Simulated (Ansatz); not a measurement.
C2H6Cl2FO2Ta (SMILES C[O][Ta]([F])([Cl])([Cl])[O]C)

```xyz
14

C    -1.1974   -2.1776    1.1633
O    -0.4351   -1.1717    0.5325
Ta   -0.5717    0.6617    0.2585
F    -2.2280    0.6573    1.1938
Cl   -1.7623    1.4008   -1.5955
Cl    0.2684    2.0389    1.9242
O     1.0103    0.7885   -0.7103
C     2.0592    1.1996   -1.5214
H    -1.4589   -2.9356    0.4224
H    -2.1066   -1.7562    1.5980
H    -0.5916   -2.6366    1.9471
H     2.6567    1.9527   -0.9994
H     2.6946    0.3453   -1.7686
H     1.6625    1.6328   -2.4447
```

Geometry: PBE0-D4/def2-TZVP; core potentials replace the inner electrons of Ta.

Theory: RKS PBE0-D4/def2-TZVPP in Ansatz 0.2.0.

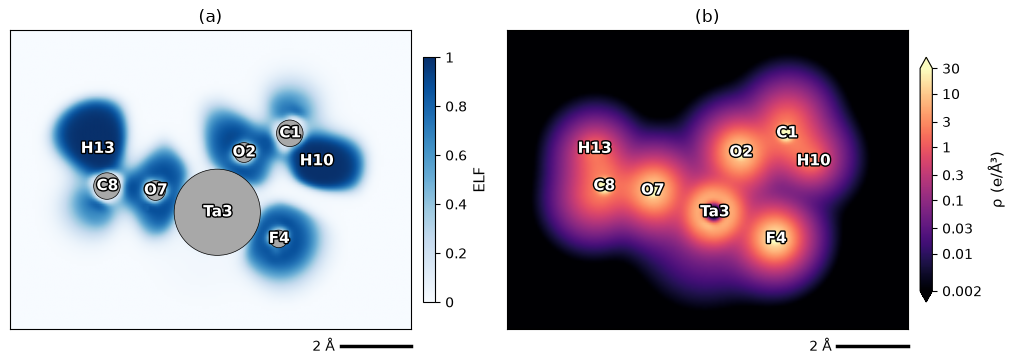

Figure 1. (a) electron localisation function; (b) electron density on the plane of atoms O2, Ta3 and O7. Grey discs cover the atomic cores in the ELF map.

Q: What do the fields say about this system?

A: The section cuts through C, O, Ta, F and H sites.
C–O (1.39 Å): ρ is about 2.1 e/Å³ halfway, with its minimum of 1.8 e/Å³ about 0.5 Å from C; the ELF peaks at about 0.90 between the atoms: a polar covalent bond.
Ta–O (1.86 Å): the density is about 1.2 e/Å³ at the midpoint; the ELF peaks at about 0.85 in the valence shell of O, 0.5 Å from its nucleus, and drops to about 0.25 between the two atoms.
Ta–F (1.90 Å): the density is about 0.99 e/Å³ at the midpoint; the ELF peaks at about 0.85 in the valence shell of F, 0.5 Å from its nucleus, and drops to about 0.25 between the two atoms.
C–H (1.09 Å): ρ at the midpoint is about 2.1 e/Å³; the ELF climbs to about 1 towards the hydrogen, as it does in any bond to H; an ordinary covalent bond to hydrogen.

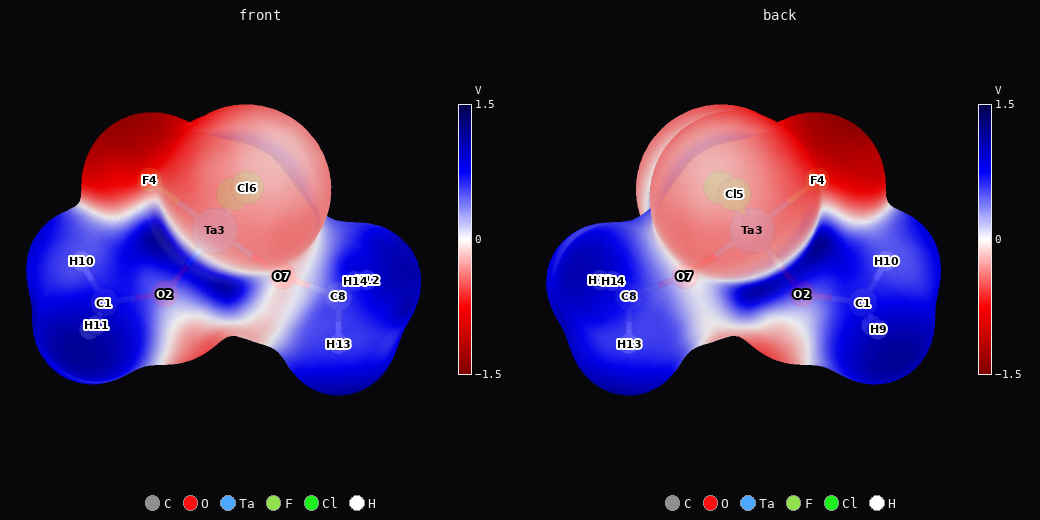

Figure 2. The molecular electrostatic potential painted on the density surface at 0.002 e/bohr³, seen from the front and from behind; the colour scale runs from red (negative) to blue (positive).

Q: Where is the surface potential most negative and most positive?

A: The most negative region (about −1.3 V) lies over F4, the most positive (about +1.3 V) over Ta3.

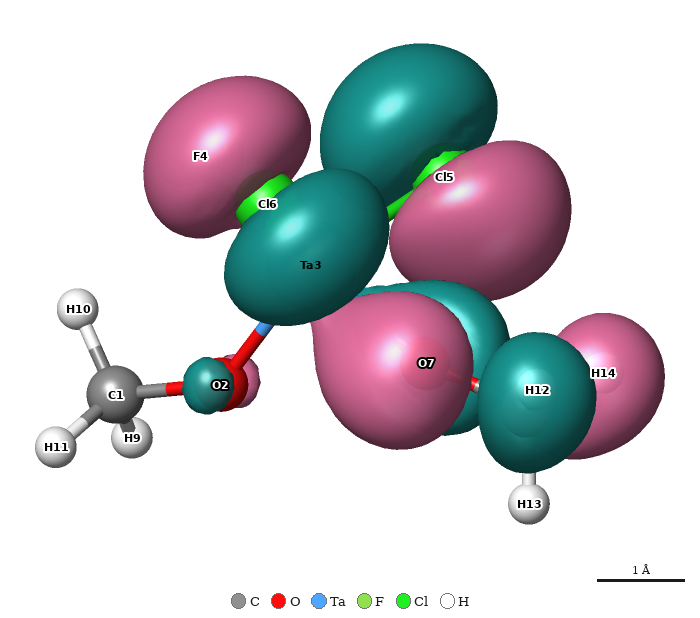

Figure 3. One frontier orbital at ±0.08 Å⁻³ᐟ² (teal and pink are the two phases), seen at a tilt.

Q: Which orbital is it: HOMO or LUMO?

A: The HOMO, at −8.63 eV. By Hirshfeld shares it lies mainly on Cl5 (about 30 %), O7 (about 25 %) and Cl6 (about 25 %); largely a combination of lone pairs on Cl5, O7 and Cl6.
